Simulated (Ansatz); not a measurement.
Geometry relaxation of InH$_{3}$Cl$_{2}$O (part 2 of 2)

The same run, continued: InH$_{3}$Cl$_{2}$O; RKS PBE/def2-SVP (Ansatz 0.2.0). It belongs to a series of runs on one base structure; here: end point B relaxed.

Geometry of the input (Å):
```
In -0.8334  -1.8606  0.4955
O  1.4963  0.4216  -0.3413
Cl -1.5503  0.0320  -1.1400
Cl -0.6423  0.4236  2.0145
H  0.5632  0.7005  -0.4482
H  -0.8194  -0.0357  0.6874
H  1.7859  0.3186  -1.2678
```

Trajectory as extended XYZ (Å, eV, eV/Å), 11 frames, from step=1 to step=11:
```
7
Properties=species:S:1:pos:R:3:forces:R:3 step=1 energy=-32294.69441
In   -0.8334   -1.8606    0.4955    0.2398  -2.8664  -0.4580
O     1.4963    0.4216   -0.3413    0.0441  -0.2761   0.1226
Cl   -1.5503    0.0320   -1.1400    0.0363  -0.0069   0.0395
Cl   -0.6423    0.4236    2.0145    0.0192   0.0167   0.0101
H     0.5632    0.7005   -0.4482    0.0643   0.1837  -0.2900
H    -0.8194   -0.0357    0.6874   -0.3588   2.9635   0.5679
H     1.7859    0.3186   -1.2678   -0.0448  -0.0145   0.0078
7
Properties=species:S:1:pos:R:3:forces:R:3 step=2 energy=-32295.38816
In   -0.7998   -2.0196    0.4429    0.2371  -0.5503  -0.2387
O     1.4803    0.3727   -0.3430   -0.1219  -0.1213  -0.0436
Cl   -1.5413    0.0100   -1.1216    0.0962  -0.2049   0.3169
Cl   -0.6398    0.4339    2.0657   -0.0854  -0.3810  -0.5263
H     0.5768    0.7396   -0.4810    0.2062  -0.0292  -0.1147
H    -0.8757    0.1503    0.7017   -0.3431   1.3363   0.5575
H     1.7995    0.3133   -1.2647    0.0109  -0.0495   0.0490
7
Properties=species:S:1:pos:R:3:forces:R:3 step=3 energy=-32295.64540
In   -0.7328   -2.0754    0.4119    0.2519   0.0054  -0.1351
O     1.4818    0.3388   -0.3469   -0.2070  -0.0411  -0.1448
Cl   -1.5414   -0.0054   -1.0815    0.0460  -0.0892   0.2727
Cl   -0.6469    0.3882    2.0801   -0.1402  -0.2290  -0.5593
H     0.5886    0.7309   -0.4991    0.2495  -0.1331  -0.0095
H    -0.9613    0.3254    0.7020   -0.2600   0.5615   0.5094
H     1.8119    0.2976   -1.2663    0.0598  -0.0744   0.0666
7
Properties=species:S:1:pos:R:3:forces:R:3 step=4 energy=-32295.82727
In   -0.5664   -2.0484    0.3575    0.2823   0.1954  -0.0860
O     1.4785    0.2541   -0.3655   -0.1030  -0.0522  -0.2136
Cl   -1.5695    0.0269   -1.0130   -0.0297   0.0338   0.0952
Cl   -0.6983    0.3598    2.0895   -0.1317  -0.0708  -0.3514
H     0.6140    0.6955   -0.5335    0.0222  -0.1190   0.0792
H    -1.1061    0.4506    0.7372   -0.1308   0.1461   0.3684
H     1.8478    0.2615   -1.2720    0.0907  -0.1333   0.1082
7
Properties=species:S:1:pos:R:3:forces:R:3 step=5 energy=-32295.94874
In   -0.3963   -1.9738    0.2971    0.2659   0.2074  -0.0818
O     1.4595    0.1819   -0.3723   -0.1381  -0.0433  -0.1715
Cl   -1.6019    0.0695   -0.9805   -0.0098   0.0726   0.0243
Cl   -0.7385    0.3558    2.0972   -0.0945  -0.0025  -0.1737
H     0.6139    0.6585   -0.5500   -0.0244  -0.0981   0.0819
H    -1.1984    0.5033    0.7727   -0.0899   0.0175   0.2446
H     1.8617    0.2049   -1.2640    0.0908  -0.1536   0.0764
7
Properties=species:S:1:pos:R:3:forces:R:3 step=6 energy=-32296.03932
In   -0.2328   -1.8832    0.2415    0.1598   0.0599  -0.0512
O     1.4135    0.1123   -0.3765    0.0262   0.0605  -0.2177
Cl   -1.6073    0.1169   -0.9683   -0.0047   0.0882   0.0041
Cl   -0.7694    0.3578    2.1111   -0.0673   0.0198  -0.0423
H     0.5978    0.6361   -0.5717   -0.0789  -0.0577   0.0427
H    -1.2665    0.5218    0.8103   -0.0669  -0.0111   0.1297
H     1.8648    0.1384   -1.2463    0.0318  -0.1595   0.1347
7
Properties=species:S:1:pos:R:3:forces:R:3 step=7 energy=-32296.06955
In   -0.0738   -1.7932    0.1824   -0.0927  -0.0793   0.1191
O     1.4206    0.1412   -0.3782   -0.2681   0.2349  -0.6631
Cl   -1.6041    0.1940   -0.9364    0.1084   0.0105  -0.0351
Cl   -0.8429    0.3411    2.1690   -0.0796  -0.0336  -0.0778
H     0.5765    0.5922   -0.6917    0.3048  -0.1115   0.2231
H    -1.3678    0.5252    0.8869    0.0611  -0.0269   0.1302
H     1.8914   -0.0004   -1.2319   -0.0339   0.0059   0.3035
7
Properties=species:S:1:pos:R:3:forces:R:3 step=8 energy=-32296.08283
In   -0.1049   -1.7827    0.2571    0.0441   0.0749  -0.0227
O     1.4092    0.1687   -0.4361    0.0540   0.0696  -0.5646
Cl   -1.5395    0.2237   -0.9271   -0.0961  -0.0150  -0.0184
Cl   -0.9193    0.2952    2.2302   -0.0575  -0.0409   0.0188
H     0.6103    0.6402   -0.8143    0.0985  -0.1976   0.2755
H    -1.3874    0.4845    0.9373    0.0335   0.0805  -0.0023
H     1.9317   -0.0295   -1.2469   -0.0765   0.0284   0.3137
7
Properties=species:S:1:pos:R:3:forces:R:3 step=9 energy=-32296.07980 accepted=F
In   -0.0736   -1.7305    0.3128    0.0573  -0.1479  -0.0280
O     1.4771    0.1442   -0.5321    0.0315  -0.0641   0.4805
Cl   -1.5139    0.2366   -0.9049    0.0207   0.0878   0.0305
Cl   -1.0963    0.2273    2.2940    0.0334   0.1197  -0.0808
H     0.6160    0.5692   -0.7838    0.0250   0.0911  -0.2957
H    -1.3777    0.5543    0.9729   -0.1011  -0.1012   0.0987
H     1.9684   -0.0010   -1.3587   -0.0668   0.0145  -0.2053
7
Properties=species:S:1:pos:R:3:forces:R:3 step=10 energy=-32296.09871
In   -0.0738   -1.7643    0.2666   -0.0074   0.0438   0.0040
O     1.4491    0.1575   -0.4813   -0.0460   0.0073  -0.0420
Cl   -1.5387    0.2366   -0.9073    0.0170  -0.0078  -0.0106
Cl   -1.0054    0.2719    2.2653   -0.0025  -0.0014  -0.0143
H     0.6131    0.5931   -0.8078    0.0635  -0.0288   0.0210
H    -1.4031    0.5249    0.9611   -0.0008  -0.0207   0.0258
H     1.9588   -0.0195   -1.2964   -0.0239   0.0076   0.0163
7
Properties=species:S:1:pos:R:3:forces:R:3 step=11 energy=-32296.09940
In   -0.0668   -1.7458    0.2792   -0.0011  -0.0123  -0.0106
O     1.4578    0.1536   -0.4948    0.0173   0.0054   0.0155
Cl   -1.5275    0.2434   -0.9107    0.0073  -0.0027   0.0231
Cl   -1.0265    0.2649    2.2776   -0.0093   0.0080  -0.0163
H     0.6241    0.5993   -0.8085    0.0152  -0.0093  -0.0225
H    -1.4170    0.5147    0.9725   -0.0034   0.0024   0.0089
H     1.9559   -0.0300   -1.3152   -0.0259   0.0085   0.0019
```

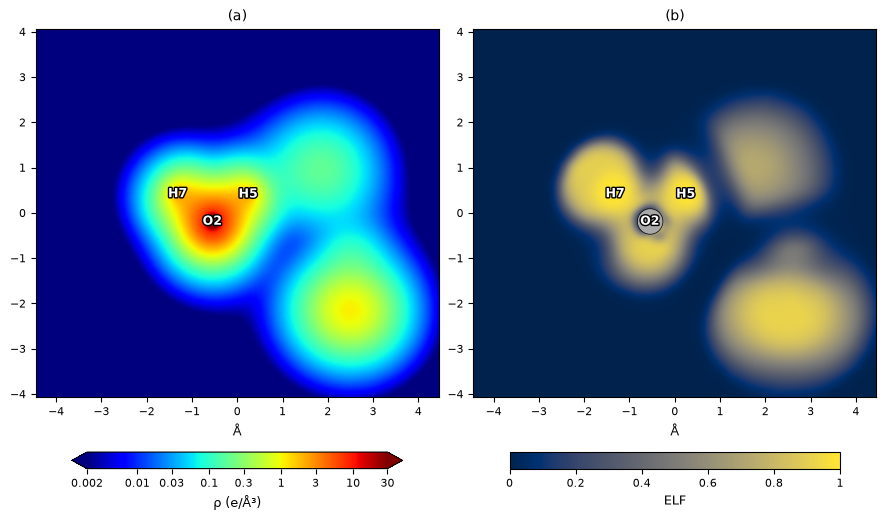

Fig. 1: (a) total electron density; (b) electron localisation function on the plane of atoms H5, O2 and H7. Grey discs, where drawn, cover atomic cores. The section cuts through O and H sites.

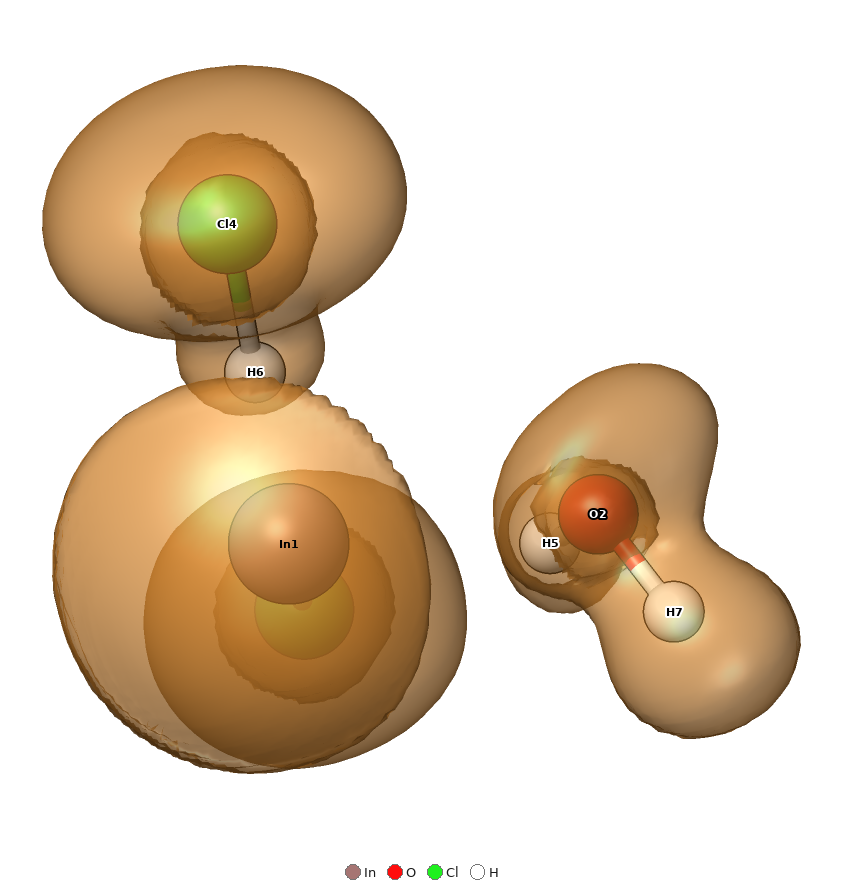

Fig. 2: Isosurface of the ELF at 0.75 (orange), seen at an oblique angle. Core shells and regions of very low density are left out. Along the contacts the grid gives the following. In1···O2 (2.56 Å): the ELF is only about 0.10 between them. In–Cl (2.74 Å): the ELF peaks at about 0.85 in the valence shell of Cl, 0.8 Å from its nucleus, and drops to about 0.15 between the two atoms (a largely ionic contact).

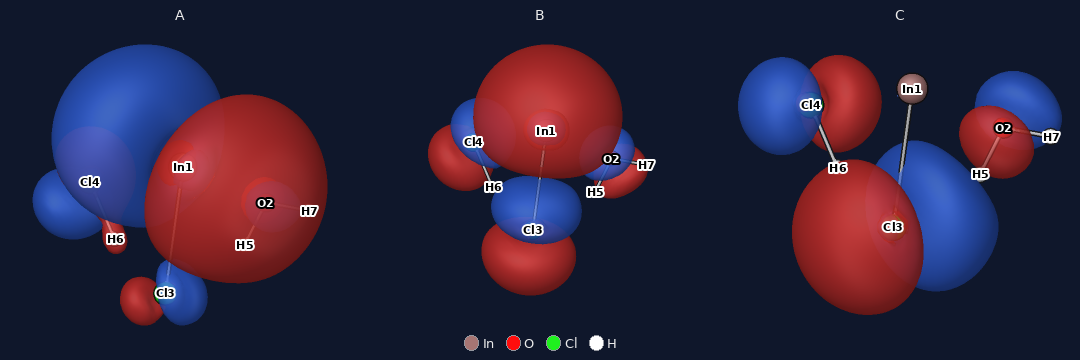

Fig. 3: Three frontier orbitals at ±0.06 Å⁻³ᐟ² (blue and red are the two phases). C is the HOMO−1 (−6.83 eV). B is the HOMO (−6.17 eV). Its weight (Hirshfeld) is mainly on In1 (55 %) and Cl3 (30 %). A is the LUMO (−1.73 eV). By Hirshfeld shares it lies mainly on In1 (80 %) and Cl4 (10 %). The HOMO–LUMO gap is 4.44 eV between the orbital energies.
